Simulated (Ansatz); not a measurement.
CsSnI3 (cubic perovskite)

```yaml
crystal:
  lattice:
    - [6.27133, 0.00000, 0.00000]
    - [0.00000, 6.27133, 0.00000]
    - [0.00000, 0.00000, 6.27133]
  atoms:
    - { symbol: Cs, position: [0.00000, 0.00000, 0.00000] }
    - { symbol: Sn, position: [0.50000, 0.50000, 0.50000] }
    - { symbol: I, position: [0.00000, 0.50000, 0.50000] }
    - { symbol: I, position: [0.50000, 0.50000, 0.00000] }
    - { symbol: I, position: [0.50000, 0.00000, 0.50000] }
```

Equation-of-state scan: isotropic scaling of the cell above, V₀ being its volume. Symmetry pins the atoms to their sites.

Level of theory: PBE (plane waves to 420 eV, PAW, scalar-relativistic; Ansatz, a program for electronic structure). k mesh 6×6×6 (Γ-centred), Fermi-Dirac smearing 0.05 eV. The energy includes the smearing's −TS. Stress and pressure are positive under compression. On this mesh the relaxed cell isn't quite at rest: it carries a pressure of 0.1 GPa (compression positive) at the zero of the scan. CsSnI3 was relaxed with its symmetry unable to fall. Spin-orbit coupling is left out, though I is heavy. This is a high-temperature form of CsSnI3. ΔE is measured from the relaxed starting cell.

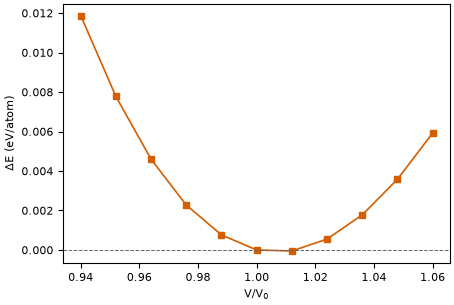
Figure. ΔE (eV/atom) against V/V₀; one marker a computed point.

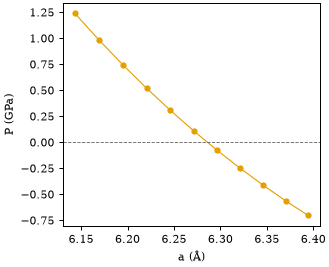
Fig. 1. P (GPa) against a (Å); markers are the computed points, lines only join them.

The energy cost of the largest expansion is 5.9 meV/atom and the pressure for 5 % compression (fit) is 0.9 GPa. The bulk modulus B₀ (third-order Birch-Murnaghan fit) is 15.4 GPa and the pressure derivative B₀′ (fit) is 4.5. The energy cost of the largest compression is 11.9 meV/atom.

P = (3B₀/2)(x⁷ − x⁵)[1 + ¾(B₀′ − 4)(x² − 1)] with x = (1/0.95)^(1/3), B₀ = 15.4 GPa and B₀′ = 4.54.

(A scan under strain: stresses follow from slopes of the energy per volume, elastic moduli from its curvatures.)
